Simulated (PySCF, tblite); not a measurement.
**C₅H₈: dynamics, then NMR shifts on frames**

Aim: move C₅H₈ (`CCC1C=C1`) away from its starting geometry and see how NMR shifts follow the geometry.

Computed with tblite 0.8.0 and PySCF 2.14.0, with density-fitted response routines of our own, on a single molecule in the gas phase. Atoms count from 0, in the outputs and in this text.

## 1. The molecule as given

13 atoms, charge 0, multiplicity 1; geometry from: GFN2-xTB.

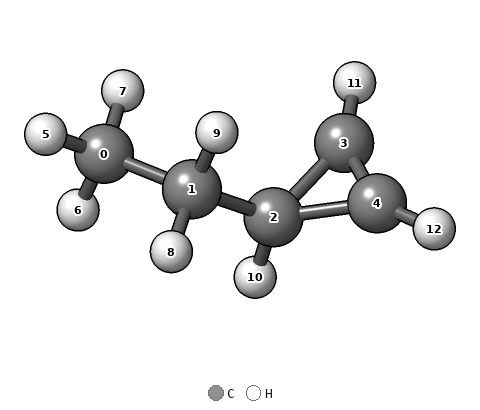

As it starts; carbon grey, hydrogen white, atoms numbered; sticks join atoms by distance.

## 2. Thermal motion with GFN2-xTB

The job: settings as JSON, then the geometry in Å.

```
{"job": {"kind": "md", "xc": "GFN2-xTB", "basis": "xTB", "temperature": 300, "steps": 2000, "every": 50, "frames": 5}, "charge": 0, "multiplicity": 1}
C      1.703012    -0.115049     0.419029
C      0.600450     0.084380    -0.617297
C     -0.727457    -0.452545    -0.119638
C     -1.635078     0.401735     0.716386
C     -2.022278     0.197685    -0.507027
H      2.652443     0.267435     0.051367
H      1.822623    -1.172330     0.644857
H      1.453479     0.405571     1.340762
H      0.878159    -0.428570    -1.542579
H      0.496023     1.148496    -0.842765
H     -0.714036    -1.526950     0.058836
H     -1.787559     0.843375     1.670203
H     -2.724170     0.347253    -1.289861
```

Method: GFN2-xTB Langevin dynamics, gas phase.

The run is started by

```sh
OMP_NUM_THREADS=1 python probes_run.py task.json out
```

One launch serves the whole session: the jobs run in the order shown.

The program printed:

```text
t/fs     T/K      E/eV
    0.0   250.0   -399.47962
   25.0   169.5   -399.16074
   50.0   217.6   -399.07711
   75.0   297.3   -399.10775
  100.0   346.7   -399.10905
  125.0   295.2   -398.93317
  150.0   353.1   -398.95307
  175.0   271.1   -398.97195
  200.0   267.3   -398.97693
  225.0   299.1   -399.12289
  250.0   202.3   -398.96569
  275.0   323.0   -399.15317
  300.0   192.0   -399.09955
  325.0   213.7   -399.13252
  350.0   260.8   -399.17691
  375.0   255.2   -399.04497
  400.0   369.5   -399.09677
  425.0   360.0   -398.94636
  450.0   310.8   -399.06998
  475.0   236.2   -399.02115
  500.0   325.5   -399.07640
  525.0   227.6   -399.00675
  550.0   285.1   -399.04778
  575.0   442.8   -399.12948
  600.0   429.8   -399.14748
  625.0   385.2   -399.05078
  650.0   269.3   -399.03124
  675.0   385.7   -399.09185
  700.0   268.3   -399.06425
  725.0   187.8   -398.91165
  750.0   262.8   -398.93700
  775.0   195.9   -398.85146
  800.0   288.3   -398.92503
  825.0   278.9   -399.06719
  850.0   272.2   -398.95021
  875.0   296.8   -398.88968
  900.0   258.5   -398.93043
  925.0   393.6   -398.95998
  950.0   288.8   -398.77956
  975.0   383.7   -399.00315
 1000.0   431.0   -398.95099
```

Run time: 6.8 s. Hardware: 1 thread of Intel Xeon at 2.80GHz, shared host; peak memory 0.18 GiB.

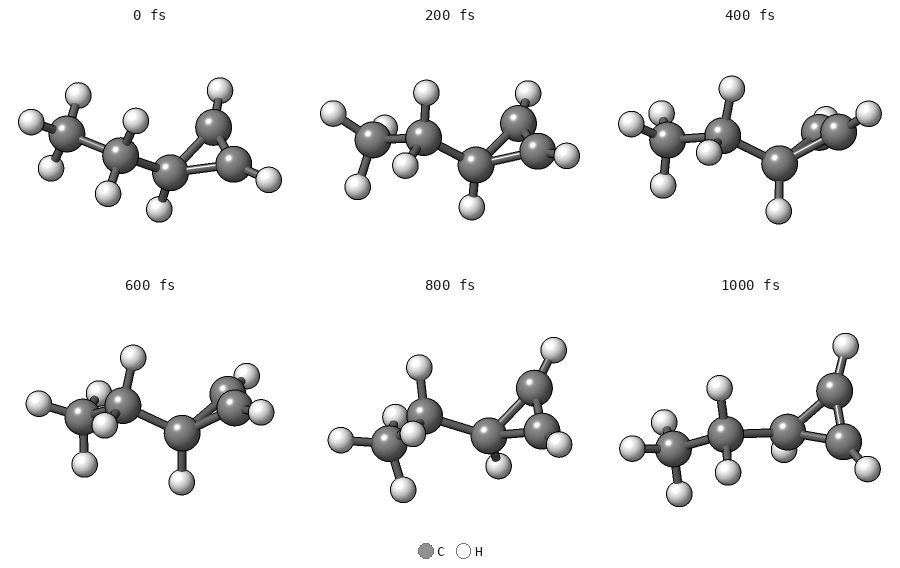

Frames of the run.

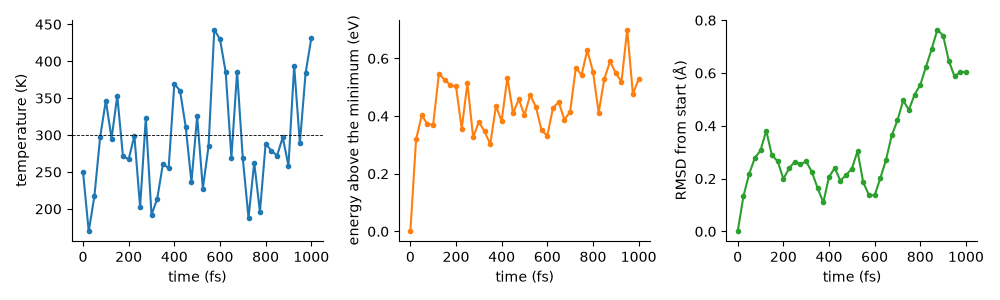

Temperature, potential energy and distance from the start.

Positions (Å) and forces (eV/Å) at 1000 fs:

```xyz
13

C     0.537   -1.672    1.076    0.509   -0.344   -2.082
C    -0.398   -0.706    0.323   -0.696    0.832    1.073
C    -1.890   -0.701    0.818    1.767   -2.024   -0.761
C    -2.757    0.432    0.967   -0.539    2.292    0.741
C    -2.999   -0.244   -0.114    0.078   -0.078   -0.168
H     1.562   -1.561    0.632   -0.828   -0.163    0.272
H     0.202   -2.695    0.879    0.096    0.069   -0.023
H     0.663   -1.592    2.112   -0.272    0.643    1.403
H    -0.430   -1.102   -0.714    0.306    0.979    0.399
H    -0.042    0.361    0.495   -0.092   -1.232   -0.930
H    -2.050   -1.531    1.484   -0.268   -0.648    0.082
H    -2.912    1.240    1.667   -0.186   -0.220   -0.546
H    -3.478   -0.334   -1.071    0.124   -0.107    0.540
```

## 3. NMR shieldings: 250 fs, PBE0/pcSseg-1

The job: settings as JSON, then the geometry in Å.

```
{"job": {"kind": "nmr", "xc": "PBE0", "basis": "pcSseg-1", "pop": false}, "charge": 0, "multiplicity": 1}
C      1.326200    -0.521000     0.688100
C      0.187000     0.226000    -0.163700
C     -1.208600    -0.311700    -0.030400
C     -2.175600     0.210500     0.983900
C     -2.435300     0.460500    -0.277400
H      2.127900     0.174500     0.840900
H      1.786000    -1.354600     0.191400
H      1.014100    -0.828500     1.723500
H      0.507300     0.256500    -1.147800
H      0.171200     1.239900     0.273400
H     -1.336900    -1.411400    -0.150800
H     -2.579200     0.301800     1.997700
H     -2.955000     1.098800    -0.895400
```

Method: GIAO PBE0/pcSseg-1 NMR shielding, non-relativistic, gas phase.

The program printed:

```text
coarse grid: 10392 points
cycle   1  E = -194.8953980524  dE =  5.995e-01  |g| = 3.551e-01  |ddm| = 3.056e+00
cycle   2  E = -194.8943511755  dE =  1.047e-03  |g| = 3.736e-01  |ddm| = 7.077e-01
cycle   3  E = -194.9311715585  dE = -3.682e-02  |g| = 4.142e-02  |ddm| = 3.765e-01
cycle   4  E = -194.9313824081  dE = -2.108e-04  |g| = 2.847e-02  |ddm| = 5.558e-02
cycle   5  E = -194.9315664470  dE = -1.840e-04  |g| = 8.342e-03  |ddm| = 2.646e-02
cycle   6  E = -194.9315823245  dE = -1.588e-05  |g| = 2.361e-03  |ddm| = 8.330e-03
cycle   7  E = -194.9315836892  dE = -1.365e-06  |g| = 2.506e-04  |ddm| = 2.137e-03
final grid: 99016 points
cycle   8  E = -194.9634594692  dE = -2.490e-05  |g| = 6.863e-03  |ddm| = 2.365e-02
cycle   9  E = -194.9634569279  dE =  2.541e-06  |g| = 7.612e-03  |ddm| = 1.328e-02
cycle  10  E = -194.9634719749  dE = -1.505e-05  |g| = 5.954e-04  |ddm| = 7.027e-03
cycle  11  E = -194.9634720566  dE = -8.176e-08  |g| = 1.458e-04  |ddm| = 7.204e-04
cycle  12  E = -194.9634720614  dE = -4.814e-09  |g| = 3.542e-05  |ddm| = 1.414e-04
cycle  13  E = -194.9634720616  dE = -1.972e-10  |g| = 2.218e-05  |ddm| = 4.306e-05
converged SCF energy = -194.9634720616

GIAO shielding tensors (ppm)
atom      isotropic    diamagn.    paramagn.     s11        s22        s33       span
  0 C      171.192     245.166     -73.974    154.668    167.665    191.243     36.575
  1 C      152.237     243.862     -91.625    126.769    153.189    176.753     49.985
  2 C      163.760     235.597     -71.837    117.177    140.688    233.416    116.239
  3 C       43.263     256.144    -212.881   -136.558     74.821    191.525    328.083
  4 C       55.434     257.762    -202.327   -111.198     86.856    190.646    301.844
  5 H       31.052      29.933       1.119     26.583     28.632     37.941     11.358
  6 H       30.806      29.651       1.155     26.754     28.388     37.276     10.522
  7 H       29.911      28.827       1.084     25.813     28.358     35.560      9.747
  8 H       30.705      31.564      -0.859     25.791     30.949     35.374      9.584
  9 H       30.892      30.648       0.243     26.179     31.075     35.420      9.241
 10 H       28.900      28.002       0.898     22.158     27.263     37.280     15.121
 11 H       22.721      30.545      -7.824     17.375     25.093     25.694      8.319
 12 H       24.496      33.144      -8.647     18.615     26.684     28.190      9.575
```

It took 8.3 s on 1 thread of Intel Xeon at 2.80GHz, shared host; peak memory 0.56 GiB.

Shifts follow as δ = σ(reference) − σ, with reference shieldings (ppm) from runs at the same level and on the same kind of geometry: ¹H TMS 31.72, ¹³C TMS 186.9. The references are single molecules in the gas phase. Each atom is listed at this fixed geometry, with no averaging over motion; a spectrum would average atoms that exchange fast.

| atoms | environment | σ (ppm) | δ (ppm) |
| --- | --- | --- | --- |
| C3 | alkene CH | 43.3 | 143.7 |
| C4 | alkene CH | 55.4 | 131.5 |
| C1 | sp3 CH2 | 152.2 | 34.7 |
| C2 | three-membered-ring carbon | 163.8 | 23.2 |
| C0 | methyl carbon | 171.2 | 15.7 |
| H11 | hydrogen on an alkene CH | 22.72 | 9.00 |
| H12 | hydrogen on an alkene CH | 24.50 | 7.22 |
| H10 | hydrogen on a three-membered-ring carbon | 28.90 | 2.82 |
| H7 | hydrogen on a methyl carbon | 29.91 | 1.81 |
| H8 | hydrogen on an sp3 CH2 | 30.70 | 1.01 |
| H6 | hydrogen on a methyl carbon | 30.81 | 0.91 |
| H9 | hydrogen on an sp3 CH2 | 30.89 | 0.83 |
| H5 | hydrogen on a methyl carbon | 31.05 | 0.67 |

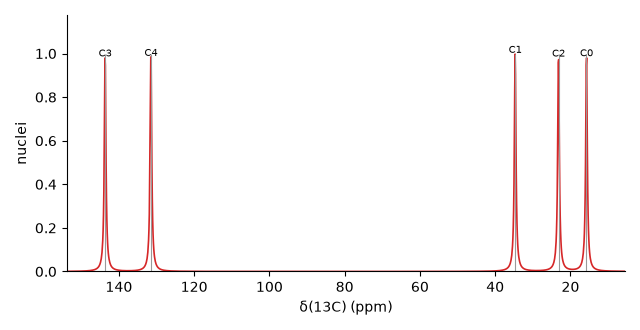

¹³C lines at the computed shifts, without couplings. Lines are broadened to a width of 0.51 ppm (Lorentzian).

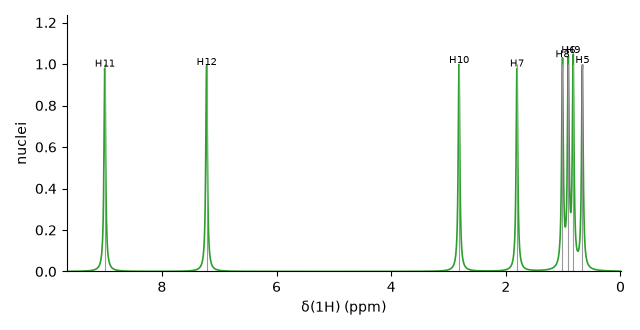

¹H lines at the computed shifts, without couplings. Lines are broadened to a width of 0.03 ppm (Lorentzian).

Ring of atoms C2, C3, C4: NICS(0) -27.3, NICS(1) -6.4, NICS(1)zz -14.3 ppm (means of both faces).

In rings of three or four atoms NICS is ruled by the nearby σ bonds, so it says little on aromaticity.

## 4. Shielding tensors: 425 fs, PBE0/pcSseg-1

The job: settings as JSON, then the geometry in Å.

```
{"job": {"kind": "nmr", "xc": "PBE0", "basis": "pcSseg-1", "pop": false}, "charge": 0, "multiplicity": 1}
C      0.841400    -0.792500     1.074100
C     -0.133200     0.013900     0.286800
C     -1.548900    -0.458400     0.243200
C     -2.654700    -0.306700     1.273000
C     -2.710300     0.515700     0.285900
H      1.847800    -0.482000     0.938200
H      0.653100    -1.890600     0.877800
H      0.618900    -0.717700     2.205500
H      0.256400     0.263600    -0.751700
H     -0.261300     0.998100     0.746100
H     -1.596400    -1.259700    -0.485000
H     -2.933200    -0.801400     2.173400
H     -3.125300     1.418000    -0.009900
```

Method: GIAO PBE0/pcSseg-1 NMR shielding, non-relativistic, gas phase.

The program printed:

```text
coarse grid: 10392 points
cycle   1  E = -194.8940533801  dE =  6.428e-01  |g| = 3.632e-01  |ddm| = 3.075e+00
cycle   2  E = -194.8883010913  dE =  5.752e-03  |g| = 4.043e-01  |ddm| = 7.565e-01
cycle   3  E = -194.9316777789  dE = -4.338e-02  |g| = 4.086e-02  |ddm| = 4.070e-01
cycle   4  E = -194.9319620714  dE = -2.843e-04  |g| = 2.106e-02  |ddm| = 5.553e-02
cycle   5  E = -194.9320699350  dE = -1.079e-04  |g| = 3.311e-03  |ddm| = 2.360e-02
cycle   6  E = -194.9320721711  dE = -2.236e-06  |g| = 1.402e-03  |ddm| = 4.125e-03
final grid: 99016 points
cycle   7  E = -194.9627978094  dE = -2.577e-05  |g| = 7.192e-03  |ddm| = 2.706e-02
cycle   8  E = -194.9627898396  dE =  7.970e-06  |g| = 9.203e-03  |ddm| = 1.450e-02
cycle   9  E = -194.9628110833  dE = -2.124e-05  |g| = 1.502e-03  |ddm| = 8.056e-03
cycle  10  E = -194.9628116422  dE = -5.590e-07  |g| = 2.028e-04  |ddm| = 1.274e-03
cycle  11  E = -194.9628116501  dE = -7.848e-09  |g| = 1.025e-04  |ddm| = 2.517e-04
cycle  12  E = -194.9628116527  dE = -2.644e-09  |g| = 1.389e-05  |ddm| = 1.117e-04
cycle  13  E = -194.9628116528  dE = -3.962e-11  |g| = 4.071e-06  |ddm| = 1.585e-05
converged SCF energy = -194.9628116528

GIAO shielding tensors (ppm)
atom      isotropic    diamagn.    paramagn.     s11        s22        s33       span
  0 C      169.932     245.643     -75.711    160.777    164.473    184.545     23.768
  1 C      150.141     245.068     -94.928    135.001    142.690    172.730     37.729
  2 C      169.891     236.863     -66.972    113.117    141.635    254.921    141.804
  3 C       59.440     261.014    -201.574    -74.738     68.918    184.140    258.878
  4 C       61.742     255.890    -194.148    -75.572     75.244    185.554    261.126
  5 H       30.916      29.950       0.966     26.173     28.432     38.144     11.971
  6 H       29.532      28.357       1.175     26.020     27.756     34.818      8.798
  7 H       29.272      28.221       1.051     25.296     27.590     34.930      9.635
  8 H       28.681      30.164      -1.483     23.528     28.492     34.023     10.496
  9 H       30.976      31.793      -0.817     26.280     31.659     34.990      8.711
 10 H       30.332      29.048       1.284     23.398     28.195     39.403     16.005
 11 H       23.808      33.085      -9.277     21.131     24.427     25.867      4.736
 12 H       24.636      32.748      -8.112     20.685     26.434     26.790      6.104
```

It took 8.5 s on 1 thread of Intel Xeon at 2.80GHz, shared host; peak memory 0.58 GiB.

Key values: δ C3 127.5, C4 125.2, C1 36.8, C2 17.0, H11 7.91, H12 7.08 ppm.

[end of part 1 of 2]
